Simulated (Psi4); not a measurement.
# GeH2Cl (SMILES [Cl][GeH2]): a chain of runs

Aim: a structure relaxation (U-r2SCAN/def2-SVP), then the harmonic vibrations, then the energy (UMP2/cc-pVTZ) of GeH2Cl. 

Program for the calculation: Psi4 1.11.

**1. The system as given**

GeH2Cl has 4 atoms, charge 0, and is taken as a doublet. SMILES: `[Cl][GeH2]`. Geometry: relaxed at PBE0-D4/def2-TZVP. The run starts from this shape.

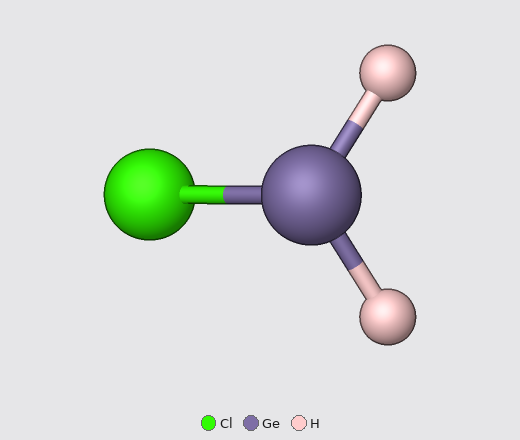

Viewed from a chosen angle; chlorine green, germanium purple, hydrogen pink.

**2. A structure relaxation at U-r2SCAN/def2-SVP (density fitting) (run 1)**

File job.inp:

```
memory 1.6 GB

molecule {
  0 2
  Cl
  Ge 1 2.155923
  H 2 1.546053 1 106.80676
  H 2 1.545981 3 112.30224 1 -116.77052
}

set {
  basis        def2-SVP
  reference    uks
  geom_maxiter 60
}

optimize("r2scan")
```

Launch:

```sh
$ psi4 job.inp job.out -n 1
```

job.out:

```text
[...]
  Running in c1 symmetry.
[...]
  Nuclear repulsion =  161.647306557156270
[...]
  Multiplicity = 2
[...]
  Nalpha       = 26
  Nbeta        = 25
[...]
    Number of basis functions: 60
[...]
   @DF-UKS iter   1: -2536.35256138788964   -1.61549e+00   4.11895e-02 DIIS/ADIIS
[...]
   @DF-UKS iter   8: -2537.95652317365193   -4.54747e-13   6.54950e-09 DIIS
[...]
   @S^2 Observed:                7.521880028E-01
[...]
  @DF-UKS Final Energy: -2537.95652317365193
   => Energetics <=
    Nuclear Repulsion Energy =            160.4935144011487864
    One-Electron Energy =               -3850.5053408651820064
    Two-Electron Energy =                1260.0575759895166357
    DFT Exchange-Correlation Energy =    -108.0022726991350055
    Empirical Dispersion Energy =           0.0000000000000000
    VV10 Nonlocal Energy =                  0.0000000000000000
    Total Energy =                      -2537.9565231736519308
[...]
  -Total Gradient:
     Atom            X                  Y                   Z
    ------   -----------------  -----------------  -----------------
       1       -0.000135856688     0.000078783501     0.000266559199
       2        0.000196339400    -0.000113066844     0.000238450926
       3       -0.000065096795     0.000019637608     0.000231299587
       4       -0.000050055036     0.000046377666     0.000231152367
[...]
    Final optimized geometry and variables:
    Molecular point group: c1
    Full point group: C1
    Geometry (in Angstrom), charge = 0, multiplicity = 2:
    CL
    GE            1    2.173790
    H             2    1.547164      1  107.028917
    H             2    1.547161      3  111.575277      1 -116.774154
    Psi4 run time: 0:00:14.01
[...]
```

The script printed:

```text
Optimizer: Optimization complete!
```

Run time: 15 s. Hardware: 1 thread of Intel Xeon 6975P-C (Granite Rapids), shared host; peak memory 0.56 GiB.

Steps, from the record of the run:

| step | energy from the first frame kept (eV) | largest force (eV/Å) |
| --- | --- | --- |
| 0 | 0.0000 | 0.3052 |
| 1 | -0.0021 | 0.0746 |
| 2 | -0.0021 | 0.0169 |

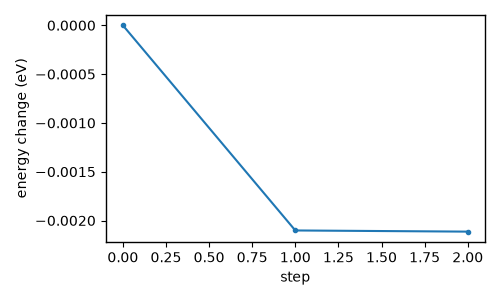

Energy along the run.

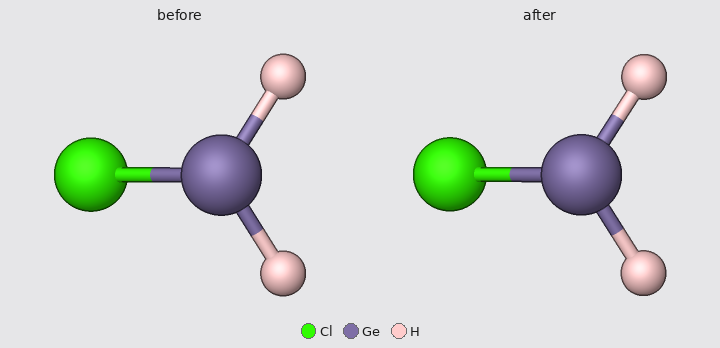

Before and after, at one scale.

After the run. Bond lengths: Cl1–Ge2 2.174 Å, Ge2–H3 1.547 Å, Ge2–H4 1.547 Å. Angles: Cl1–Ge2–H3 107.0°, Cl1–Ge2–H4 107.0°, H3–Ge2–H4 111.6°.

**3. Vibrational wavenumbers at U-r2SCAN/def2-SVP (density fitting) (run 2)**

File calc.py:

```python
import psi4

psi4.set_memory(1600000000)
psi4.set_num_threads(1)
psi4.set_output_file('run.log', False)

geom = psi4.geometry("""
0 2
Cl    -1.572466     0.309409     1.000067
Ge     0.110970    -0.453159    -0.144439
H      0.081838     0.255015    -1.519705
H      1.393019    -0.104126     0.648173
""")

psi4.set_options({
    'basis': 'def2-SVP',
    'reference': 'uks',
    't': 600.0,
    'rotational_symmetry_number': 1,
})

E = psi4.frequency('r2scan')
print('E =', round(E, 9))
for k, v in sorted(psi4.core.scalar_variables().items()):
    print(f'{k:45s} {v:18.10f}')
```

Launch:

```sh
$ python calc.py
```

run.log:

```text
[...]
  Running in c1 symmetry.
[...]
  Nuclear repulsion =  160.467203668663046
[...]
  Multiplicity = 2
[...]
  Nalpha       = 26
  Nbeta        = 25
[...]
    Number of basis functions: 60
[...]
   @DF-UKS iter   1: -2536.34719718078395   -1.62837e+00   4.11941e-02 ADIIS/DIIS
[...]
   @DF-UKS iter  14: -2537.95652206510567    0.00000e+00   5.67394e-09 DIIS
[...]
   @S^2 Observed:                7.521870548E-01
[...]
  @DF-UKS Final Energy: -2537.95652206510567
   => Energetics <=
    Nuclear Repulsion Energy =            160.5135956224120832
    One-Electron Energy =               -3850.5459299980993819
    Two-Electron Energy =                1260.0786489619604254
    DFT Exchange-Correlation Energy =    -108.0028366513788001
    Empirical Dispersion Energy =           0.0000000000000000
    VV10 Nonlocal Energy =                  0.0000000000000000
    Total Energy =                      -2537.9565220651056734
[...]
  -Total Gradient:
     Atom            X                  Y                   Z
    ------   -----------------  -----------------  -----------------
       1        0.000132141351    -0.000229958264    -0.000149881261
       2        0.000460250812     0.000351682130    -0.000388080146
       3        0.000188334018    -0.000335986450     0.000346429942
       4       -0.000054677635    -0.000183065049    -0.000313551554
[...]
  ==> Harmonic Vibrational Analysis <==
[...]
  Freq [cm^-1]                 416.5137            595.5805            663.7673
[...]
  IR activ [km/mol]            44.2864              8.4089             35.1510
[...]
  Freq [cm^-1]                 836.2165           2054.2632           2107.3460
[...]
  IR activ [km/mol]            64.3775             62.5800             153.6302
[...]
  Total E_0, Enthalpy at 0 [K]                                                        -2537.94131939 [Eh]
[...]
```

On the terminal:

```text
Warning: used thermodynamics relations inappropriate for low-frequency modes: ['416.5137' '595.5805']
E = -2537.956523173
CURRENT ENERGY                                  -2537.9565231732
CURRENT REFERENCE ENERGY                        -2537.9565231732
DD SOLVATION ENERGY                                 0.0000000000
DFT FUNCTIONAL TOTAL ENERGY                     -2537.9565231732
DFT TOTAL ENERGY                                -2537.9565231732
DFT VV10 ENERGY                                     0.0000000000
DFT XC ENERGY                                    -108.0022727518
ENTHALPY                                        -2537.9302607308
ENTHALPY CORRECTION                                 0.0262624424
FINDIF NUMBER                                      19.0000000000
GIBBS FREE ENERGY                               -2538.0022873860
GIBBS FREE ENERGY CORRECTION                       -0.0457642129
GRID ELECTRONS ALPHA                               25.9999998890
GRID ELECTRONS BETA                                24.9999998850
GRID ELECTRONS TOTAL                               50.9999997741
NUCLEAR REPULSION ENERGY                          160.4935313116
ONE-ELECTRON ENERGY                             -3850.5053736157
PCM POLARIZATION ENERGY                             0.0000000000
PE ENERGY                                           0.0000000000
SCF ITERATION ENERGY                            -2537.9565231732
SCF ITERATIONS                                     14.0000000000
SCF TOTAL ENERGY                                -2537.9565231732
THERMAL ENERGY                                  -2537.9321608171
THERMAL ENERGY CORRECTION                           0.0243623561
TWO-ELECTRON ENERGY                              1260.0575918827
ZERO K ENTHALPY                                 -2537.9413193950
ZPVE                                                0.0152037782
```

It took 1.8 min on 1 thread of Intel Xeon 6975P-C (Granite Rapids), shared host; peak memory 0.59 GiB.

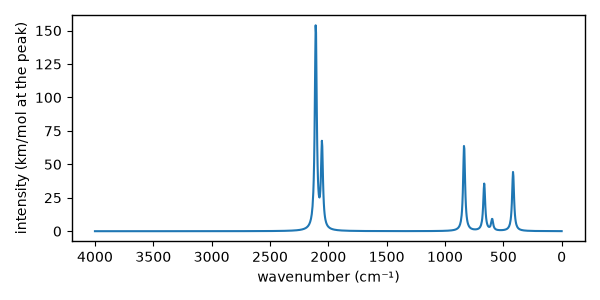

Harmonic infrared spectrum, unscaled, lines broadened by 10 cm⁻¹.

**4. The energy at UMP2/cc-pVTZ (density fitting, density fitting for correlation) (run 3)**

File job.dat:

```
memory 1.6 GB

molecule molecule1 {
  0 2
  Cl    -1.572466     0.309409     1.000067
  Ge     0.110970    -0.453159    -0.144439
  H      0.081838     0.255015    -1.519705
  H      1.393019    -0.104126     0.648173
}

set reference uhf
set freeze_core true

E, wfn = energy("mp2/cc-pVTZ", return_wfn=True)
```

Launch:

```sh
$ psi4 -i job.dat -o job.out -n 1
```

job.out:

```text
[...]
  Running in c1 symmetry.
[...]
  Nuclear repulsion =  160.493531311608365
[...]
  Multiplicity = 2
[...]
  Nalpha       = 26
  Nbeta        = 25
[...]
    Number of basis functions: 105
[...]
   @DF-UHF iter   1: -2535.04684930693884   -3.19686e+00   1.85784e-02 ADIIS/DIIS
[...]
   @DF-UHF iter  15: -2536.10012854617844   -7.73070e-12   5.83672e-09 DIIS
[...]
   @S^2 Observed:                7.549782340E-01
[...]
  @DF-UHF Final Energy: -2536.10012854617844
   => Energetics <=
    Nuclear Repulsion Energy =            160.4935313116083648
    One-Electron Energy =               -3851.7340442780323428
    Two-Electron Energy =                1155.1403844202457094
    Total Energy =                      -2536.1001285461779844
  UHF NO Occupations:
  HONO-2 :   24  A 1.9996440
  HONO-1 :   25  A 1.9983840
[...]
 Multipole Moments:
 ------------------------------------------------------------------------------------
     Multipole            Electronic (a.u.)      Nuclear  (a.u.)        Total (a.u.)
 ------------------------------------------------------------------------------------
 L = 1.  Multiply by 2.5417464519 to convert [e a0] to [Debye]
 Dipole X            :          2.3049250           -1.6549766            0.6499484
 Dipole Y            :         -2.7109585            2.3970750           -0.3138834
 Dipole Z            :         -1.8431646            1.3980663           -0.4450983
 Magnitude           :                                                    0.8479789
[...]
```

Run time: 4.5 s. Hardware: 1 thread of Intel Xeon 6975P-C (Granite Rapids), shared host; peak memory 0.61 GiB.

**5. Results**

| quantity | value |
| --- | --- |
| run 1, U-r2SCAN/def2-SVP: total energy at the end | -2537.95652 Eh |
| run 1, U-r2SCAN/def2-SVP: dipole moment | 1.79 D |
| run 1, U-r2SCAN/def2-SVP: HOMO energy (highest over α and β) | -5.85 eV |
| run 1, U-r2SCAN/def2-SVP: LUMO energy (lowest over α and β) | -3.81 eV |
| run 1, U-r2SCAN/def2-SVP: ⟨S²⟩ | 0.752 |
| run 2, U-r2SCAN/def2-SVP: lowest harmonic wavenumber | 417 cm⁻¹ |
| run 2, U-r2SCAN/def2-SVP: highest harmonic wavenumber | 2107 cm⁻¹ |
| run 2, U-r2SCAN/def2-SVP: zero-point energy | 39.9 kJ/mol |
| run 2, U-r2SCAN/def2-SVP: ideal-gas entropy at 600 K (symmetry number 1 as used) | 75.3 cal/(mol K) |
| run 3, UMP2/cc-pVTZ: total energy | -2536.46566 Eh |
| run 3, UMP2/cc-pVTZ: HOMO energy (Hartree–Fock orbitals) (highest over α and β) | -9.58 eV |
| run 3, UMP2/cc-pVTZ: LUMO energy (Hartree–Fock orbitals) (lowest over α and β) | 0.40 eV |
| run 3, UMP2/cc-pVTZ: correlation energy (14 core orbitals frozen) | -365.5 mEh |
| run 3, UMP2/cc-pVTZ: ⟨S²⟩ of the reference determinant | 0.755 |

What this shows: The optimisation (run 1, U-r2SCAN/def2-SVP) took 3 steps and changed the energy by -0.002 eV. All 6 modes (run 2, U-r2SCAN/def2-SVP) are real, so the shape is a minimum at this level.
